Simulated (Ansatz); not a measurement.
**Computed energy against volume: SnSe2 (CdI2 type)**

SnSe2 (CdI2 type)

```
SnSe2
1.0
    3.84028     0.00000     0.00000
   -1.92014     3.32578     0.00000
    0.00000     0.00000     6.00569
Sn Se
1 2
Cartesian
  0.00000   0.00000   0.00000
  0.00000   2.21719   1.59350
  1.92014   1.10859   4.41219
```

The volume is varied about the relaxed value V₀ at fixed cell shape. The atoms relax within the cell's symmetry.

Calculation: PBE-D3(BJ) (plane waves to 420 eV, PAW, scalar-relativistic; Ansatz, a program for electronic structure). k mesh 10×10×6 (Γ-centred), Fermi-Dirac smearing 0.05 eV. The energy includes the smearing's −TS. With the shape held, the modulus is that of even scaling; a crystal free to change shape is softer. SnSe2 was relaxed with its symmetry unable to fall. ΔE is measured from the relaxed starting cell.

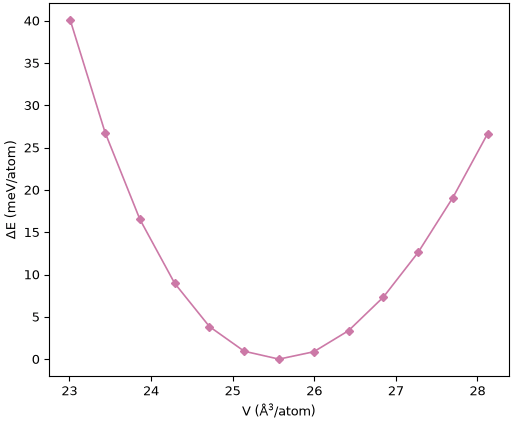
*ΔE (meV/atom) against V (Å³/atom); markers are the computed points, lines only join them.*

The bulk modulus at fixed cell shape B₀ (third-order Birch-Murnaghan fit) is 40.5 GPa. The pressure derivative B₀′ (fit) comes out as 5.1 and the pressure at the smallest volume comes out as 5.6 GPa. The pressure for 5 % compression (fit) is 2.4 GPa and the energy cost of the largest expansion is 27 meV/atom.

P = (3B₀/2)(x⁷ − x⁵)[1 + ¾(B₀′ − 4)(x² − 1)] with x = (1/0.95)^(1/3), B₀ = 40.5 GPa and B₀′ = 5.09.

(A scan under strain: stresses follow from slopes of the energy per volume, elastic moduli from its curvatures.)
